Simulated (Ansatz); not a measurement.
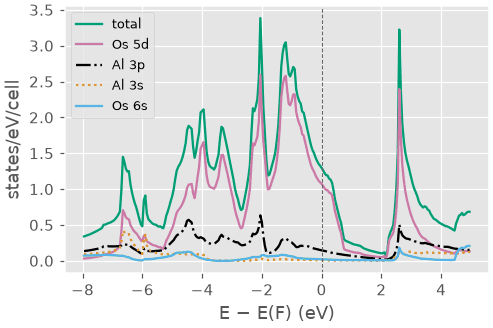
Figure. Total and projected density of states of AlOs (CsCl type, Pm-3m), PBEsol in the plane-wave PAW code Ansatz

**Question.** Which orbitals carry the states next to the Fermi level?

**Answer.** Within 0.5 eV of the Fermi level: Os 5d 83 %, Al 3p 11 %. Projections are on Löwdin-orthogonalised atomic valence shells; empty p or d shells of many metals are not among them.

**Question.** Where is the tallest occupied peak in this window, and what makes it?

**Answer.** Near -2.0 eV, about 3.4 states/eV per cell; the largest projected share is Os 5d.

The workflow started from a Materials Project entry (that database holds measured and hypothetical structures alike); the Crystallography Open Database copy checked does not list it. With Al and Os taken as one species the cell has the higher symmetry Im-3m, so it may be an ordered model of a mixed-site phase. Whether it is the stable phase at ambient conditions was not checked. Symmetry was held in the PBEsol relaxation; of distortions, only those at the zone centre were tested. No spin polarisation was allowed. Scalar-relativistic: spin–orbit coupling is off unless named, which matters more the heavier the elements.

Potentials: the later of the program's two PAW sets.
